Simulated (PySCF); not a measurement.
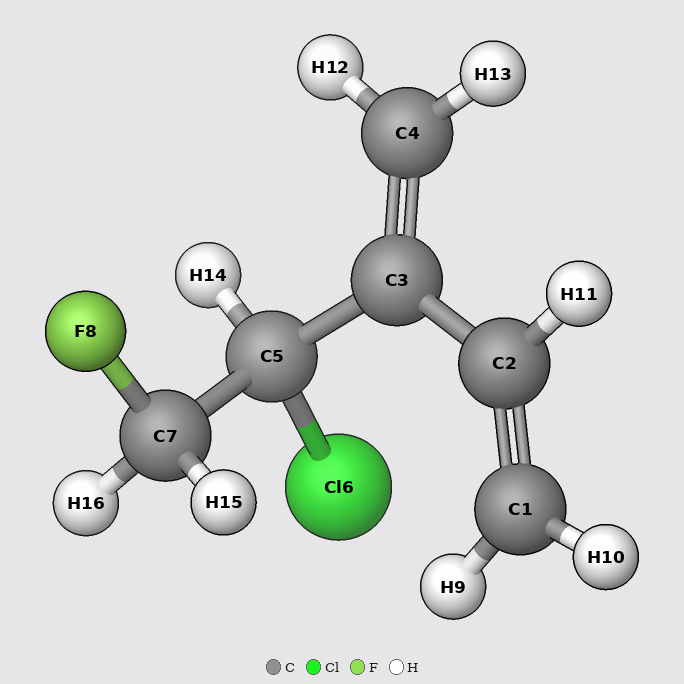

The computed structure is the end point of a GFN2-xTB optimisation. No frequency run is at hand to confirm it as a minimum. Electric field gradients from the ground-state density, PBE0/pcSseg-1 (PySCF 2.14.0), non-relativistic apart from any core potentials.

Give the largest field-gradient component, the quadrupole coupling constant and the asymmetry for 35Cl at Cl6 (Q = −81.7 mb), 2H at H9 (Q = 2.86 mb), 2H at H10 (Q = 2.86 mb).

```
atom  V_zz (a.u.)  e²qQ/h (MHz)     η
 Cl6        3.974         −76.3  0.04
  H9        0.333         0.223  0.06
 H10        0.336         0.226  0.05
```
